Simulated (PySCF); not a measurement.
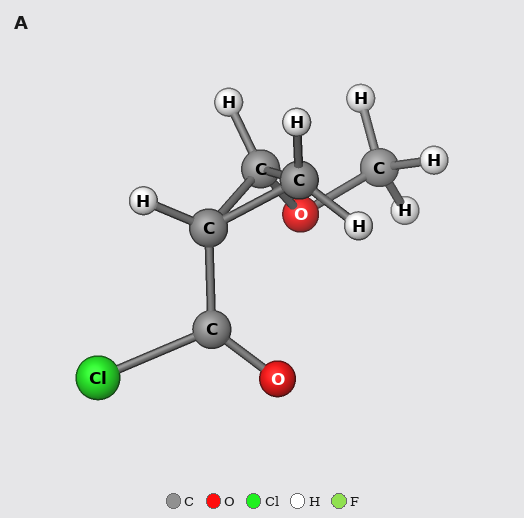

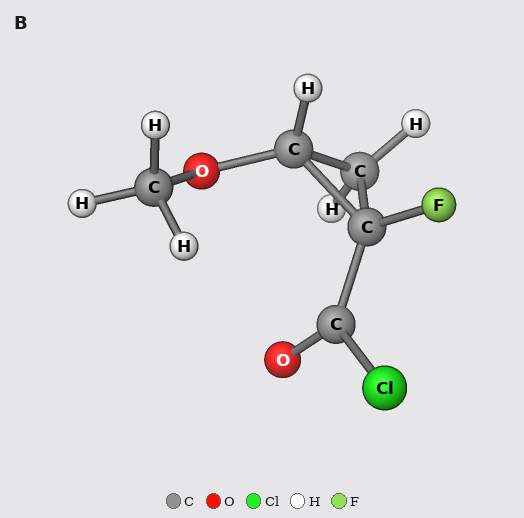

Two related species, optimised with GFN2-xTB; properties computed with PySCF 2.14.0. Both: charge 0, singlet.

Question. What are A and B?

Answer. A is C5H7ClO2 (CO[C@@H]1C[C@@H]1C(=O)Cl), B is C5H6ClFO2 (CO[C@@H]1C[C@]1(F)C(=O)Cl).

Compare them. With PBE0/def2-SVPD: dipole moment (D), HOMO–LUMO gap (eV), HOMO energy (Kohn–Sham orbital) (eV), lowest vertical singlet excitation (eV), mean static polarisability (bohr³). With GFN2-xTB: mean Cl–C length (Å).

```
                               quantity      A      B
                      dipole moment (D)   4.37   2.84
                     HOMO–LUMO gap (eV)   6.83   6.44
   HOMO energy (Kohn–Sham orbital) (eV)  −7.90  −7.90
lowest vertical singlet excitation (eV)   5.16   4.98
     mean static polarisability (bohr³)   80.8   81.4
                   mean Cl–C length (Å)  1.775  1.763
```

Each is one conformer, and no frequency run is at hand to confirm it as a minimum.
